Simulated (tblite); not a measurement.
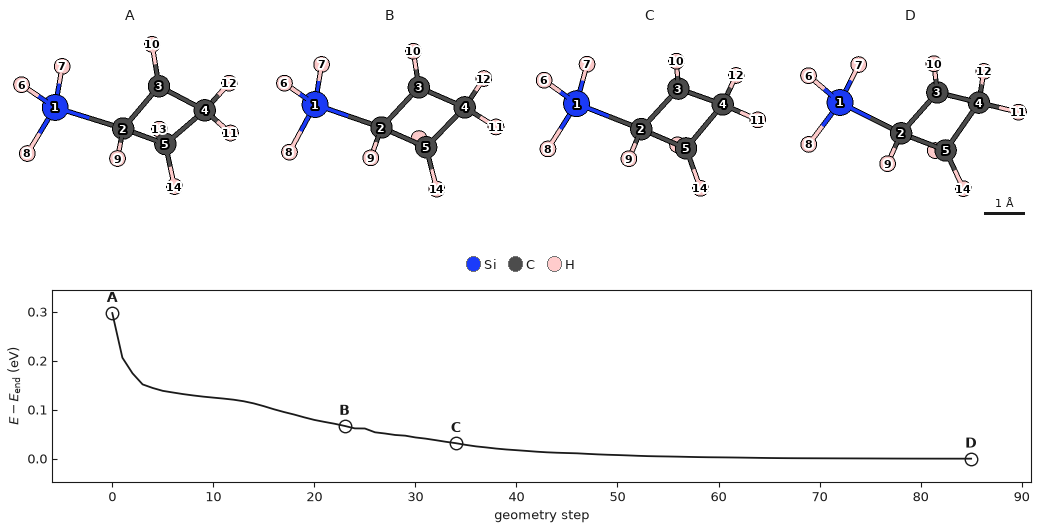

Frames of a relaxation of C$_{4}$H$_{9}$Si (multiplicity 2), marked on the history of the run. A ball-and-stick model, seen from a free direction.

Level of theory: GFN2-xTB geometry optimisation, gas phase in tblite 0.8.0. 

Describe the path.

Answer. Over 85 geometry steps the energy falls by 0.298 eV. H10 moves most after the best rigid fit: 0.90 Å. By element the largest moves are H 0.90 Å, C 0.33 Å, Si 0.20 Å. Near-neighbour distances that change, for instance: C3–C4 1.456 → 1.483 Å, Si1–H7 1.486 → 1.462 Å, Si1–H6 1.484 → 1.462 Å, C2–C3 1.455 → 1.469 Å. Among the angles between lasting bonds that change: C4–C3–H10 127.2° → 132.6°, Si1–C2–C3 117.0° → 111.8°, C3–C2–H9 112.8° → 116.8°. From step 0 to 23: H10 moves most (0.46 Å), energy −0.231 eV. From step 23 to 34: H10 moves most (0.38 Å), energy −0.035 eV. From step 34 to 85: H12 moves most (0.33 Å), energy −0.032 eV.

| step | E − E(0), eV |
| --- | --- |
| 0 | 0.0000 |
| 1 | -0.0912 |
| 2 | -0.1231 |
| 3 | -0.1458 |
| 4 | -0.1531 |
| 5 | -0.1590 |
| 6 | -0.1623 |
| 7 | -0.1656 |
| 8 | -0.1683 |
| 9 | -0.1708 |
| 10 | -0.1728 |
| 14 | -0.1846 |
| 18 | -0.2074 |
| 22 | -0.2262 |
| 26 | -0.2437 |
| 30 | -0.2542 |
| 34 | -0.2659 |
| 38 | -0.2769 |
| 42 | -0.2833 |
| 46 | -0.2866 |
| 49 | -0.2895 |
| 53 | -0.2923 |
| 57 | -0.2939 |
| 61 | -0.2950 |
| 65 | -0.2962 |
| 69 | -0.2967 |
| 73 | -0.2970 |
| 77 | -0.2973 |
| 81 | -0.2975 |
| 85 | -0.2976 |
